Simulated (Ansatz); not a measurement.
## Electronic structure of F$_{3}$HOTi in real space

```yaml
atoms:
  - { symbol: Ti, position_ang: [0.0449, 0.5637, 0.1809] }
  - { symbol: F, position_ang: [-0.7385, -1.3959, -0.1959] }
  - { symbol: O, position_ang: [1.4218, 0.1275, -0.5262] }
  - { symbol: H, position_ang: [-0.0022, -1.7812, -0.6279] }
  - { symbol: F, position_ang: [-0.9114, 1.7246, -0.7806] }
  - { symbol: F, position_ang: [0.1855, 0.7613, 1.9495] }
```

The product side of a reaction path; geometry: PBE0-D4/def2-TZVP.

Method: Ansatz, RKS PBE0-D4/def2-TZVPP.

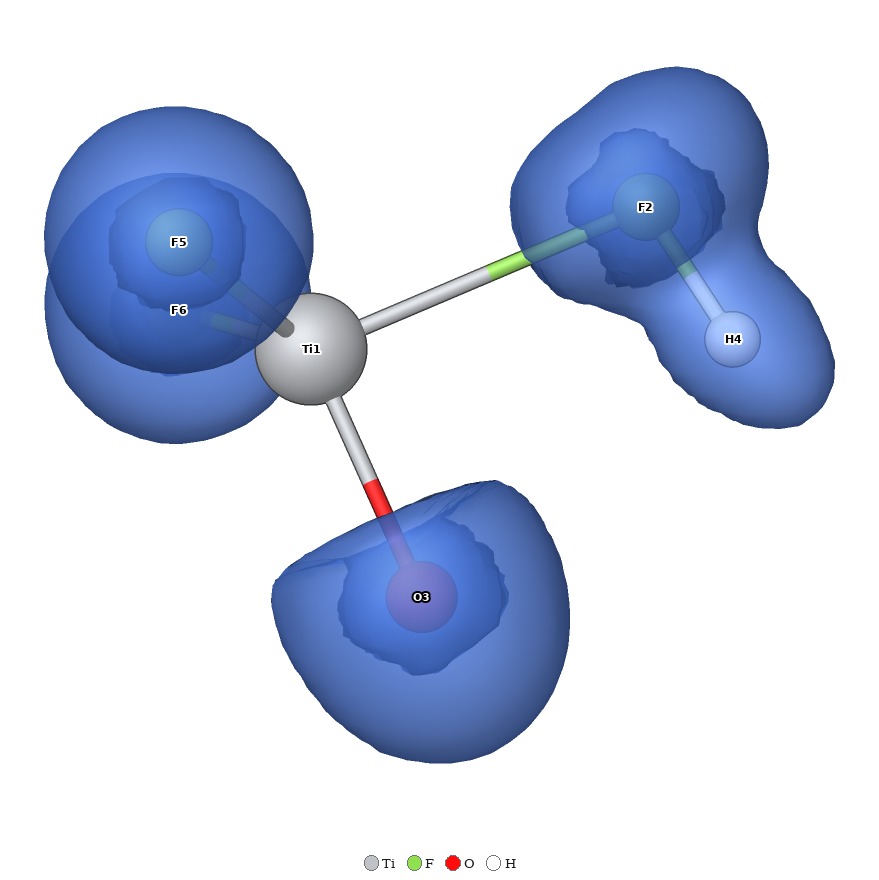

Figure 1. Isosurface of the electron localisation function at 0.75 (blue), seen from one side. Core shells and regions of very low density are left out.

Describe the localisation domains.

At this value the surface marks out two regions wrapped around F (the valence shell of each), one region wrapped around O (its valence shell) and one joined region spread over several atoms (F, H), in which their bonds and any lone pairs are merged. Profiles from the grid: Ti–O (1.61 Å): the ELF peaks at about 0.80 in the valence shell of O, 0.5 Å from its nucleus, and drops to about 0.40 between the two atoms. Ti–F (1.79 Å): the ELF peaks at about 0.85 in the valence shell of F, 0.5 Å from its nucleus, and drops to about 0.25 between the two atoms.

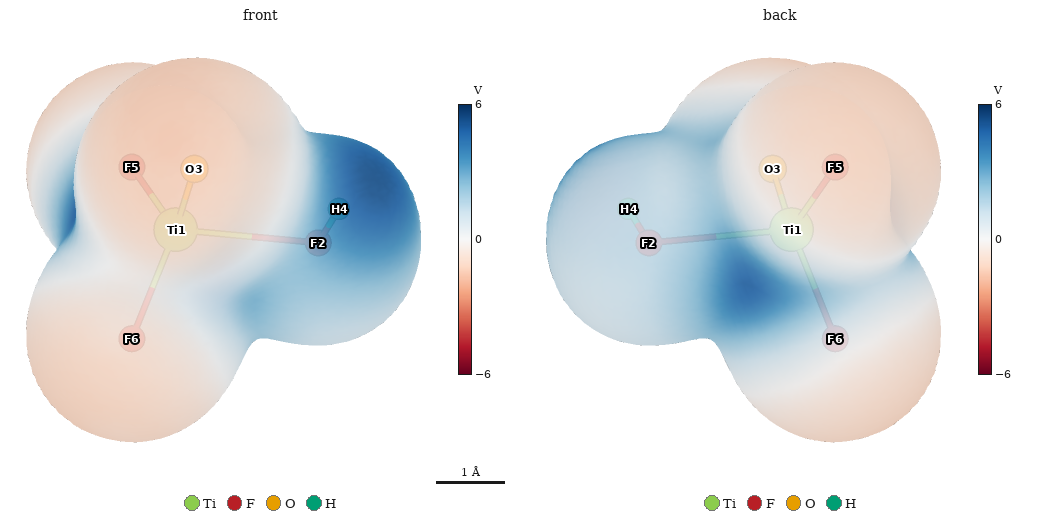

Figure 2. The electrostatic potential painted on the density surface at 0.002 e/bohr³, seen from the front and from behind; red is negative and blue positive.

Which sites attract a positive test charge, and which a negative one?

A positive charge is drawn to the negative regions and a negative charge to the positive ones. The most negative region (about −1.4 V) lies over O3, the most positive (about +5.1 V) over H4. O3 is the likeliest acceptor of a hydrogen bond.

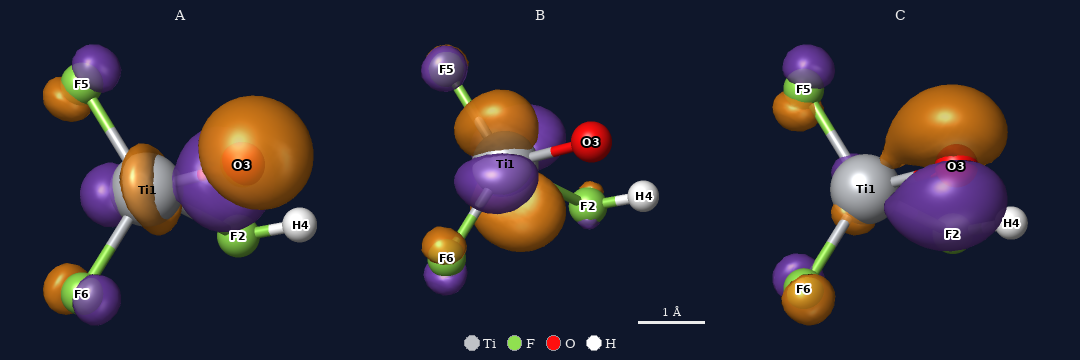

Figure 3. Three frontier orbitals at ±0.2 Å⁻³ᐟ² (orange and purple are the two phases), in no order.

Which picture is the HOMO−1, the HOMO and the LUMO?

A is the HOMO−1 (−9.75 eV). It lies mainly on O3 (about 65 %) and Ti1 (about 20 %). C is the HOMO (−9.41 eV). It lies mainly on O3 (about 70 %), Ti1 (about 15 %), F5 (about 5 %) and F6 (about 5 %); largely a lone pair of O3. B is the LUMO (−2.06 eV). By Hirshfeld shares it lies mainly on Ti1 (about 80 %), F5 (about 5 %) and F6 (about 5 %).

What is the HOMO–LUMO gap?

7.35 eV between the orbital energies.
